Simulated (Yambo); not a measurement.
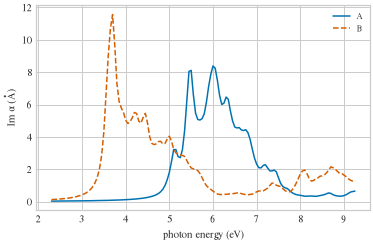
Two computed absorption spectra of a free-standing BiBr3 monolayer (symmetry C2/m, slab cell 16.3 Å high) (Yambo, PBEsol bands with the same scissor, field along x)

x lies along the first cell vector.

### Question
Which curve includes the electron-hole attraction (BSE), and where are its main peaks?

### Answer
Curve B: the attraction moves weight to lower energy (centre of the plotted range 5.2 eV against 6.2 eV). Its peaks lie at 3.7 eV, 4.2 eV, 5.0 eV, 8.7 eV. Settings: 4×4×1 mesh, 18 valence and 22 conduction bands, static screening with 176 bands and a 3 Ry block, scissor 1.72 eV, Tamm-Dancoff, stochastic integration of W near q = 0. The scissor comes from a G0W0 run whose convergence isn't established. Broadening 0.1 eV. The band window holds all transitions up to 12.0 eV. Fine structure above the onset can come from the mesh.

The standard potential for Bi keeps a d shell in the valence without the s and p states of that shell. In tests on such compounds this moved G0W0 gaps by up to about 0.9 eV, so absolute quasiparticle energies here are unreliable; differences between settings are what counts.

Spin-orbit coupling is not included.

Geometry relaxed with PBEsol; primitive cell a = b = 7.2006 Å, c = 16.3000 Å, α = β = 90.00°, γ = 119.93°.

This is a model layer cut from the bulk structure; whether it is stable on its own was not checked.
